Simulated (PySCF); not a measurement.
# SO₂H: relaxation and vibrations of the doublet

Where does doublet SO₂H go from a T-shaped (ligand arrangement 1) start, is the end point a minimum, and what are its modes, charges and moments?

Program: PySCF 2.14.0. Level of theory: PBE0, basis S def2-TZVP, O def2-TZVP, H def2-TZVP, no relativity, density fitting. These are calculated values, not measurements.

## Step 1: Starting geometry

4 atoms, charge 0, spin multiplicity 2.

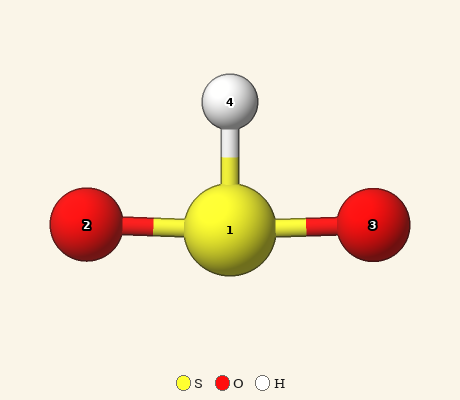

As it starts; sulfur yellow, oxygen red, hydrogen white; atoms are numbered from 1 in the order of the file.

Coordinates in bohr (charge 0 multiplicity 2):
```
S     0.0000    0.0000    0.0000
O     2.8518    0.0000    0.0996
O    -2.8518    0.0000    0.0996
H     0.0000    0.0000    2.5511
```

## Step 2: Finding the electronic state

The steps below are one call of a driver around PySCF. For each, scf.py gives the equivalent set-up of the SCF; relaxations use the driver's own optimiser. After this first run the driver tries any further starts and a stability analysis.

scf.py

```python
from pyscf import gto, scf, dft
mol = gto.M(atom='''
S      0.000000     0.000000     0.000000
O      1.509100     0.000000     0.052700
O     -1.509100     0.000000     0.052700
H      0.000000     0.000000     1.350000''',
    basis={'S': 'def2-TZVP', 'O': 'def2-TZVP', 'H': 'def2-TZVP'},
    charge=0, spin=1)
mf = dft.UKS(mol, xc='PBE0')
mf.grids.atom_grid = (50, 194)
aux = {'S': 'def2-universal-JKFIT', 'O': 'def2-universal-JKFIT', 'H': 'def2-universal-JKFIT'}
mf = mf.density_fit(auxbasis=aux)
mf.conv_tol = 1e-08
mf.diis_space = 10
mf.max_cycle = 60
mf.init_guess = 'minao'
mf.verbose = 4
mf.kernel()
```

The run is started by

```bash
$ OMP_NUM_THREADS=4 python axn.py task.json out
```

Output:

```text
init E= -549.473472535047
[... the frontier-level lines of each cycle are left out ...]
cycle= 1 E= -548.673092463419  delta_E=  0.8  |g|= 0.713  |ddm|= 1.67
cycle= 2 E= -547.993630373701  delta_E= 0.679  |g|= 1.51  |ddm|= 1.27
cycle= 3 E= -548.871608518496  delta_E= -0.878  |g|= 0.0293  |ddm|= 0.849
cycle= 4 E= -548.871949962421  delta_E= -0.000341  |g|= 0.0176  |ddm|= 0.0498
cycle= 5 E= -548.872087774773  delta_E= -0.000138  |g|= 0.00516  |ddm|= 0.0192
cycle= 6 E= -548.872103547512  delta_E= -1.58e-05  |g|= 0.00111  |ddm|= 0.00668
cycle= 7 E= -548.872104963676  delta_E= -1.42e-06  |g|= 0.000286  |ddm|= 0.00176
cycle= 8 E= -548.872105248954  delta_E= -2.85e-07  |g|= 0.00015  |ddm|= 0.00116
cycle= 9 E= -548.872105298459  delta_E= -4.95e-08  |g|= 5.99e-05  |ddm|= 0.000496
cycle= 10 E= -548.872105307066  delta_E= -8.61e-09  |g|= 1.81e-05  |ddm|= 0.000236
Extra cycle  E= -548.872105307732  delta_E= -6.65e-10  |g|= 1.02e-05  |ddm|= 4.42e-05
converged SCF energy = -548.872105307732  <S^2> = 0.75655621  2S+1 = 2.0065455
```

This step, with its further starts and checks, took 7.6 s on 4 threads of Intel Xeon Platinum 8175M at 2.50GHz (Skylake/Cascade Lake), shared host.

The test of internal stability found no lower solution of this spin.

## Step 3: T-shaped (ligand arrangement 1) start, doublet: relaxation

The program finds C2v symmetry in the start, which this walk keeps. Threshold on the gradient: 0.0003 Eh/bohr, with a further test on the energy change.

scf.py, as its differences from that of step 2:

```diff
@@ -3,4 +3,4 @@
-S      0.000000     0.000000     0.000000
-O      1.509100     0.000000     0.052700
-O     -1.509100     0.000000     0.052700
-H      0.000000     0.000000     1.350000''',
+S      0.000000     0.000000    -0.046890
+O      1.509100     0.000000     0.005810
+O     -1.509100     0.000000     0.005810
+H      0.000000     0.000000     1.303110''',
@@ -16 +15,0 @@
-mf.init_guess = 'minao'
```

Steps of the walk:

| step | energy (Eh) | change (kJ/mol) | largest symmetric gradient (Eh/bohr) |
| --- | --- | --- | --- |
| 0 | -548.872105 | 0.00 | 0.03970 |
| 1 | -548.881069 | -23.53 | 0.00635 |
| 2 | -548.881561 | -24.83 | 0.00162 |
| 3 | -548.881569 | -24.85 | 0.00068 |
| 4 | -548.881570 | -24.85 | 0.00006 |

The walk took 12 s.

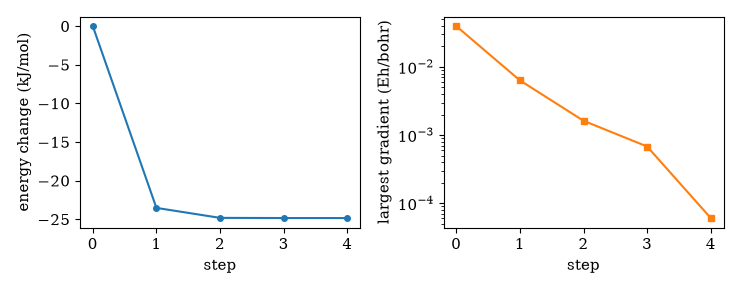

How energy and gradient fall.

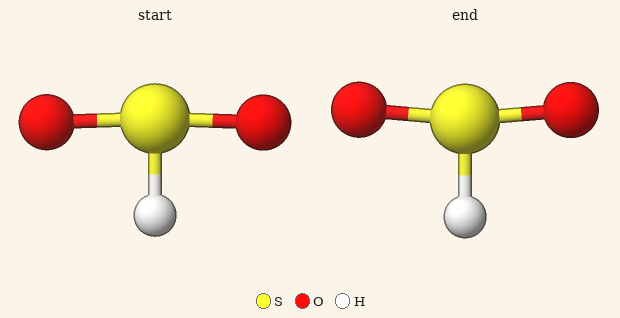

Start and end of the relaxation.

End point (C2v, 4 steps, 24.9 kJ/mol gained): S–H 1.367 Å, S–O 1.481 Å (×2); H–S–O 94.9° (×2), O–S–O 170.1°.

## Step 4: Hessian and properties

The point is checked on the finer grid, and tightened if its gradient asks for it. The Hessian and the dipole derivatives come from central differences of analytic gradients, with steps of 0.02 bohr.

scf.py, as its differences from that of step 3:

```diff
@@ -3,4 +3,4 @@
-S      0.000000     0.000000    -0.046890
-O      1.509100     0.000000     0.005810
-O     -1.509100     0.000000     0.005810
-H      0.000000     0.000000     1.303110''',
+S      0.000000     0.000000     0.041543
+O      1.475528     0.000000    -0.085935
+O     -1.475528     0.000000    -0.085935
+H      0.000000     0.000000     1.408828''',
@@ -10 +10 @@
-mf.grids.atom_grid = (50, 194)
+mf.grids.atom_grid = (75, 302)
@@ -13 +13 @@
-mf.conv_tol = 1e-08
+mf.conv_tol = 1e-10
```

The driver hands on the density of the step before, so the log starts near convergence.

SCF at the final geometry:

```text
init E= -548.881582934852
[... the frontier-level lines of each cycle are left out ...]
cycle= 1 E= -548.881582933816  delta_E= 1.04e-09  |g|= 5.39e-05  |ddm|= 3.61e-05
cycle= 2 E= -548.881582923236  delta_E= 1.06e-08  |g|= 0.000172  |ddm|= 0.000115
cycle= 3 E= -548.881582934965  delta_E= -1.17e-08  |g|= 5.57e-07  |ddm|= 8.75e-05
cycle= 4 E= -548.881582934968  delta_E= -2.84e-12  |g|= 1.58e-07  |ddm|= 3.33e-07
Extra cycle  E= -548.881582934969  delta_E= -1.02e-12  |g|= 1.85e-07  |ddm|= 3.25e-07
converged SCF energy = -548.881582934969  <S^2> = 0.75613074  2S+1 = 2.0061214
```

The whole step took 71 s.

Geometry: C2v; S–H 1.367 Å, S–O 1.481 Å (×2); H–S–O 94.9° (×2), O–S–O 170.1°.

Harmonic modes (main isotopes):

```csv
symmetry,ω (cm⁻¹),IR (km/mol)
b1,1263i,92.8
a1,473,29.7
a1,910,9.5
b2,1179,106
b2,1321,77.4
a1,2460,38.6
```

1 mode is imaginary, the largest at 1263i cm⁻¹: a saddle point, not a minimum.

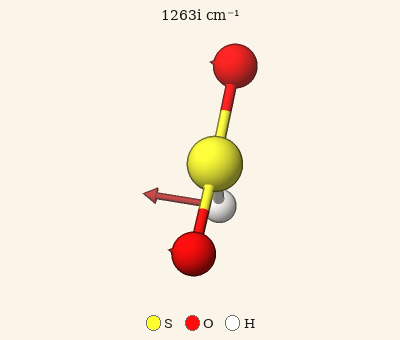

The imaginary mode, as arrows.

Properties at this point:

```yaml
Dipole_moment: 1.43 D
Highest_occupied_level: -6.69 eV
Lowest_empty_level: -3.66 eV
Rotational_constants: 7.356, 0.242, 0.2343 cm⁻¹
Zero-point_energy_real_modes: 37.9 kJ/mol
Principal_polarisabilities: 18.1, 22.2, 41.3 bohr³
Atomisation_energy_without_zero-point_energy: 970 kJ/mol
Principal_traceless_quadrupole_moments_about_the_centre_of_mass: -8.07, 3.95, 4.12 D Å
Spin_squared_⟨S²⟩: 0.756
```

Charges (e) and bond orders:

```tsv
atom	Mulliken	Löwdin	polar tensor	spin (Mulliken)	Mayer order to S1
S1	0.47	0.53	0.53	0.49	–
O2,3	-0.29	-0.28	-0.30	0.23	1.74
H4	0.11	0.03	0.06	0.05	0.90
```

Mulliken populations on S1: s 5.72, p 8.99, d 0.76, f 0.06.

## Step 5: Downhill along the imaginary mode

The atoms are moved a little along the softest imaginary mode and relaxed again.

The program finds Cs symmetry in the start, which this walk keeps. Threshold on the gradient: 0.0003 Eh/bohr, with a further test on the energy change.

scf.py, as its differences from that of step 4:

```diff
@@ -3,4 +3,4 @@
-S      0.000000     0.000000     0.041543
-O      1.475528     0.000000    -0.085935
-O     -1.475528     0.000000    -0.085935
-H      0.000000     0.000000     1.408828''',
+S      0.000000    -0.044354     0.041558
+O      1.475528     0.040549    -0.085920
+O     -1.475528     0.040549    -0.085920
+H      0.000000     0.120000     1.408843''',
@@ -10 +10 @@
-mf.grids.atom_grid = (75, 302)
+mf.grids.atom_grid = (50, 194)
@@ -13 +13 @@
-mf.conv_tol = 1e-10
+mf.conv_tol = 1e-08
```

The optimiser's trace:

| step | energy (Eh) | change (kJ/mol) | largest symmetric gradient (Eh/bohr) |
| --- | --- | --- | --- |
| 0 | -548.889891 | 0.00 | 0.06517 |
| 1 | -548.913937 | -63.13 | 0.06396 |
| 2 | -548.937741 | -125.63 | 0.06617 |
| 3 | -548.954755 | -170.30 | 0.01953 |
| 4 | -548.956366 | -174.53 | 0.00603 |
| 5 | -548.956467 | -174.79 | 0.00075 |
| 6 | -548.956469 | -174.80 | 0.00008 |

The walk took 19 s.

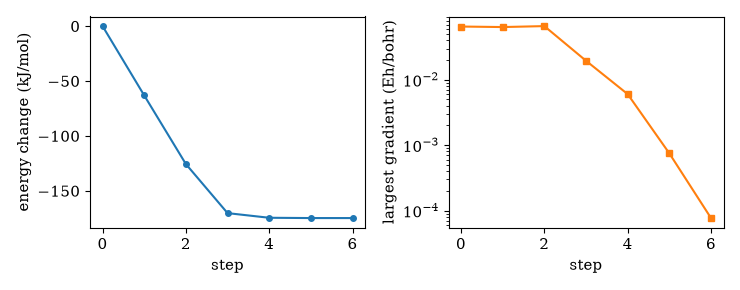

Energy and largest gradient along the walk.

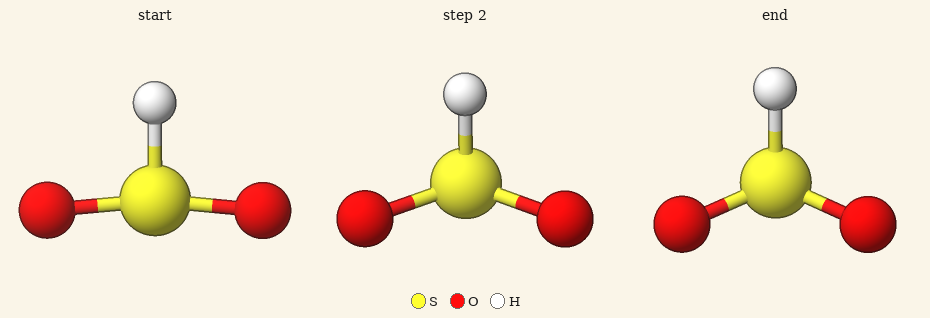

The geometry along the walk, at one scale.

It settles in Cs symmetry, 174.8 kJ/mol below the start, after 6 steps: S–H 1.381 Å, S–O 1.447 Å (×2); H–S–O 105.6° (×2), O–S–O 123.3°.

## Step 6: Vibrations and properties at this point

The same treatment as at the point before.

scf.py, as its differences from that of step 5:

```diff
@@ -3,4 +3,4 @@
-S      0.000000    -0.044354     0.041558
-O      1.475528     0.040549    -0.085920
-O     -1.475528     0.040549    -0.085920
-H      0.000000     0.120000     1.408843''',
+S      0.000000    -0.228527     0.233952
+O      1.273088     0.224896    -0.283344
+O     -1.273088     0.224896    -0.283344
+H      0.000000     0.109309     1.572652''',
@@ -10 +10 @@
-mf.grids.atom_grid = (50, 194)
+mf.grids.atom_grid = (75, 302)
@@ -13 +13 @@
-mf.conv_tol = 1e-08
+mf.conv_tol = 1e-10
```

SCF at the final geometry:

```text
init E= -548.956484793698
[... the frontier-level lines of each cycle are left out ...]
cycle= 1 E= -548.956484793111  delta_E= 5.86e-10  |g|= 4.29e-05  |ddm|= 3.14e-05
cycle= 2 E= -548.9564847893  delta_E= 3.81e-09  |g|= 0.000109  |ddm|= 7.95e-05
cycle= 3 E= -548.956484793804  delta_E= -4.5e-09  |g|= 1.36e-06  |ddm|= 5.71e-05
cycle= 4 E= -548.956484793809  delta_E= -4.89e-12  |g|= 3.01e-07  |ddm|= 8.3e-07
Extra cycle  E= -548.956484793807  delta_E= 1.82e-12  |g|= 3.64e-07  |ddm|= 5.99e-07
converged SCF energy = -548.956484793807  <S^2> = 0.75672138  2S+1 = 2.0067101
```

The whole step took 74 s on 4 threads of Intel Xeon Platinum 8175M at 2.50GHz (Skylake/Cascade Lake), shared host.

Geometry: Cs; S–H 1.381 Å, S–O 1.447 Å (×2); H–S–O 105.7° (×2), O–S–O 123.2°.

Modes, for the most abundant isotopes:

| symmetry | ω (cm⁻¹) | IR (km/mol) | μ (u) |
| --- | --- | --- | --- |
| a' | 472 | 23.7 | 16.12 |
| a' | 823 | 9.0 | 1.35 |
| a'' | 999 | 0.6 | 1.07 |
| a' | 1121 | 44.3 | 15.02 |
| a'' | 1341 | 139 | 18.26 |
| a' | 2335 | 38.1 | 1.04 |

All wavenumbers are real: a minimum.

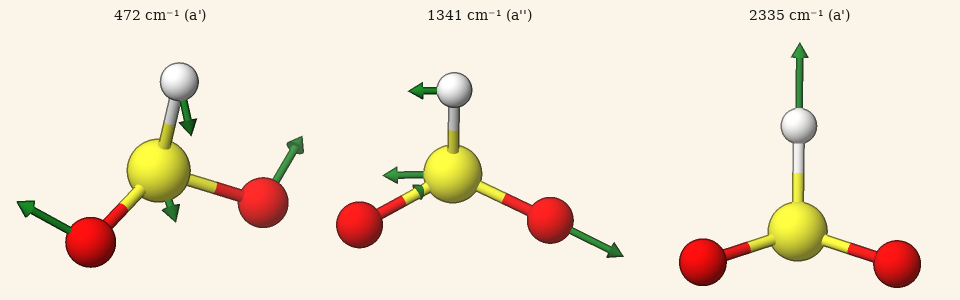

How the atoms move in 3 of the modes.

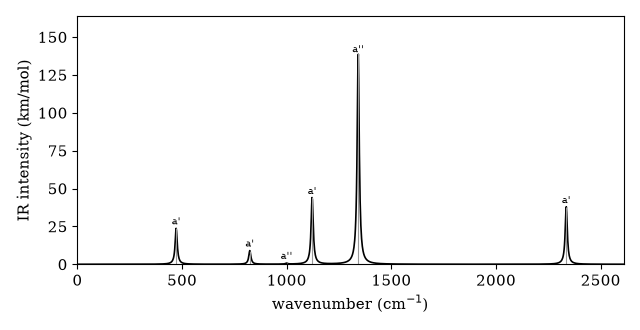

The harmonic infrared spectrum (widths in cm⁻¹). Lines are broadened to a width of 12 cm⁻¹ (Lorentzian).

Properties at this point:

```yaml
Dipole_moment: 2.55 D
Highest_occupied_level: -7.93 eV
Lowest_empty_level: -4.10 eV
Rotational_constants: 1.667, 0.3185, 0.2769 cm⁻¹
Zero-point_energy: 42.4 kJ/mol
Principal_polarisabilities: 17.4, 24.6, 33.4 bohr³
Atomisation_energy_without_zero-point_energy: 1167 kJ/mol
Principal_traceless_quadrupole_moments_about_the_centre_of_mass: -6.76, 2.00, 4.76 D Å
Entropy_at_298.15_K_and_1_bar_electronic_part_spin_only: 263.0 J/(mol K)
Heat_capacity_Cp_at_298.15_K: 44.5 J/(mol K)
Enthalpy_at_298.15_K_above_0_K: 10.93 kJ/mol
Rotational_symmetry_number: 1
Spin_squared_⟨S²⟩: 0.757
```

Populations by atom (charges in e):

```csv
atom,Mulliken,Löwdin,polar tensor,spin (Mulliken),Mayer order to S1
S1,0.58,0.52,1.06,0.34,–
"O2,3",-0.36,-0.28,-0.53,0.26,1.85
H4,0.14,0.04,0.01,0.14,0.83
```

Mulliken populations on S1: s 5.60, p 8.96, d 0.79, f 0.07.

## Step 7: The points found, side by side

| spin | group | bonds | imaginary modes (cm⁻¹) | ΔE (kJ/mol) | with zero-point energy |
| --- | --- | --- | --- | --- | --- |
| doublet | Cs | S–H 1.381 Å, S–O 1.447 Å (×2) | none | 0.0 | 0.0 |
| doublet | C2v | S–H 1.367 Å, S–O 1.481 Å (×2) | 1263i | 196.7 | – |

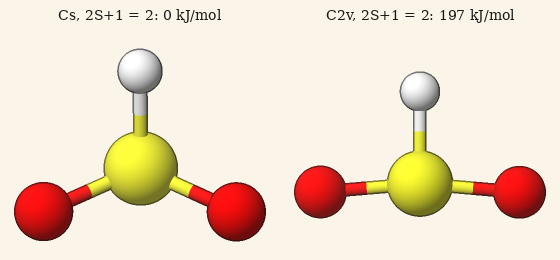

The points, lowest first (sulfur yellow, oxygen red, hydrogen white).

## Step 8: What came out

```
                                          quantity                                                            value
                                           minimum                                                      doublet, Cs
                                          geometry   S–H 1.381 Å, S–O 1.447 Å (×2); H–S–O 105.7° (×2), O–S–O 123.2°
                                wavenumbers (cm⁻¹)  472 (a'), 823 (a'), 999 (a''), 1121 (a'), 1341 (a''), 2335 (a')
                                     dipole moment                                                           2.55 D
highest occupied, lowest empty level (either spin)                                                  -7.93, -4.10 eV
                         polar-tensor charge of S1                                                          +1.06 e
                                 zero-point energy                                                      42.4 kJ/mol
                               entropy at 298.15 K                                                  263.0 J/(mol K)
         atomisation energy (no zero-point energy)                                                      1167 kJ/mol
                                              ⟨S²⟩                                                            0.757
```

In words: From C2v at the start the molecule goes to a Cs minimum, after a stop at a saddle point 196.7 kJ/mol higher, from which it was pushed off along an imaginary mode. The strongest infrared band lies at 1341 cm⁻¹ (a'', stretch). Other starts or spin states, not run here, may lie lower.

The search up to here took 3.1 min.
